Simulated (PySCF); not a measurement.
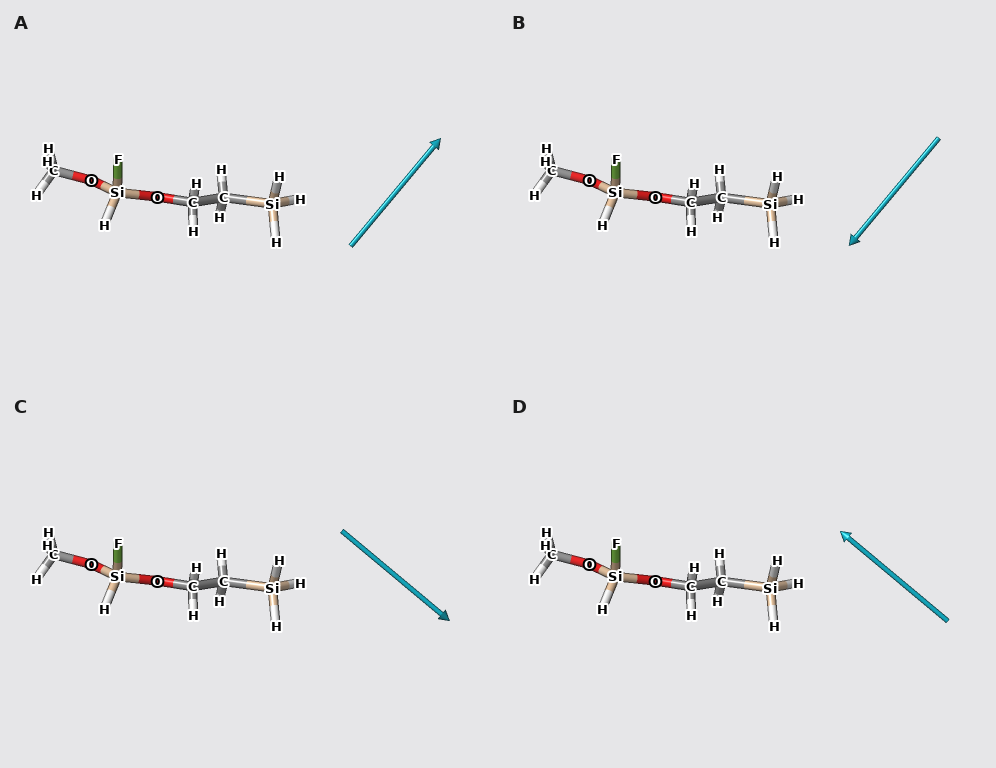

The same molecule four times, each with an arrow. The geometry was computed by an optimisation with GFN2-xTB. No frequency run is at hand to confirm it as a minimum. Level of theory: PBE0/pcSseg-1, gas phase (PySCF 2.14.0).

### Which arrow points along the dipole moment, from the negative to the positive end?

B. The dipole moment is 1.11 D.

The geometry is semi-empirical. Around Si such bond lengths and angles can be off by a tenth of an ångström or more and by several degrees, and values that hang on the shape move with them.
